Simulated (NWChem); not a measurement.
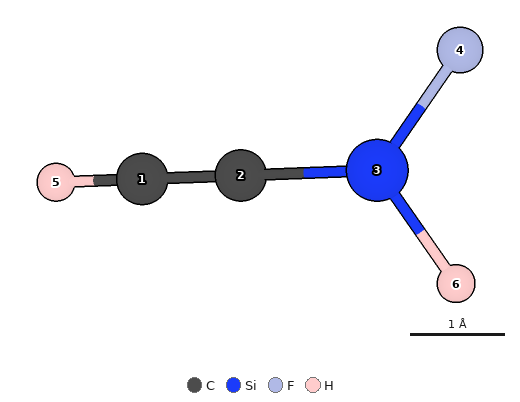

The input geometry (ball-and-stick view, seen at a tilt; atoms are numbered from 1 in the order of the input).

# C2H2FSi: energy and gradient calculation

System: C2H2FSi, multiplicity 2, SMILES C#C[SiH]F.
Method: HF/3-21G, UHF (NWChem 7.3.0).

The geometry comes from this level: PBE0-D4/def2-TZVP.

### The input
```python
from ase import Atoms
from ase.calculators.nwchem import NWChem

mol = Atoms(['C', 'C', 'Si', 'F', 'H', 'H'], positions=[
    [0.118100, -0.680000, -1.605700],
    [0.120400, -0.213700, -0.490100],
    [0.338300, 0.466700, 1.168800],
    [-0.478000, -0.412300, 2.226800],
    [0.100300, -1.089200, -2.590300],
    [-0.157100, 1.864400, 1.244300],
])

calc = NWChem(
    label='a',
    theory='scf',
    memory='2200 mb',
    basis='3-21G',
    basispar='spherical bse',
    scf={'nopen': '1', 'uhf': None, 'thresh': '1e-08', 'maxiter': '80'},
)
mol.calc = calc

forces = mol.get_forces()
print(f"energy = {mol.get_potential_energy():.6f} eV")
print("forces (eV/A):")
for s, f in zip(mol.symbols, forces):
    print(f"{s:2s} {f[0]:10.5f} {f[1]:10.5f} {f[2]:10.5f}")
```

### File a.nwi
```
title "a"

permanent_dir a

scratch_dir a

start a

geometry units angstrom nocenter noautosym noautoz
  C  1.1810000000000000e-01 -6.8000000000000005e-01 -1.6056999999999999e+00
  C  1.2039999999999999e-01 -2.1370000000000000e-01 -4.9009999999999998e-01
  Si 3.3829999999999999e-01 4.6670000000000000e-01 1.1688000000000001e+00
  F  -4.7799999999999998e-01 -4.1230000000000000e-01 2.2267999999999999e+00
  H  1.0030000000000000e-01 -1.0891999999999999e+00 -2.5903000000000000e+00
  H  -1.5709999999999999e-01 1.8644000000000001e+00 1.2443000000000000e+00
end

memory 2200 mb

basis spherical bse noprint
   * library 3-21G
end

scf
  nopen 1
  uhf
  thresh 1e-08
  maxiter 80
end

task scf gradient
```

Run as:
```bash
export ASE_NWCHEM_COMMAND="nwchem PREFIX.nwi > PREFIX.nwo"
python run.py
```

### Output
```
energy = -12591.846443 eV
forces (eV/A):
C    -0.17843   -0.02946    0.01800
C     0.20379   -0.39245   -1.44234
Si    0.46846    1.14517   -0.12686
F    -0.66844   -0.86019    1.13309
H     0.03872    0.22086    0.52918
H     0.13591   -0.08397   -0.11107
```

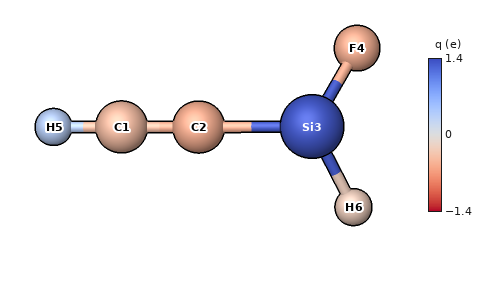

Mulliken charges, as the colour of each atom (ball-and-stick view, seen at a tilt; atoms are numbered from 1 in the order of the input). By element: C −0.53 to −0.40, Si +1.31, F −0.52 and H −0.22 to +0.34 e.

### Results in brief

- outcome: converged
- total energy: −462.741825 hartree
- basis functions: 44
- largest force: 1.572 eV/Å
- ⟨S²⟩: 0.858
- dipole moment: 2.42 D
- hardware: 1 thread of Intel Xeon @ 2.90GHz (Ice Lake), 16 GiB of memory available, shared host
- wall time: 8.7 s
- peak memory: 0.099 GiB

### Remarks

⟨S²⟩ is 0.86 against 0.75 for a pure state: the solution is spin-contaminated.
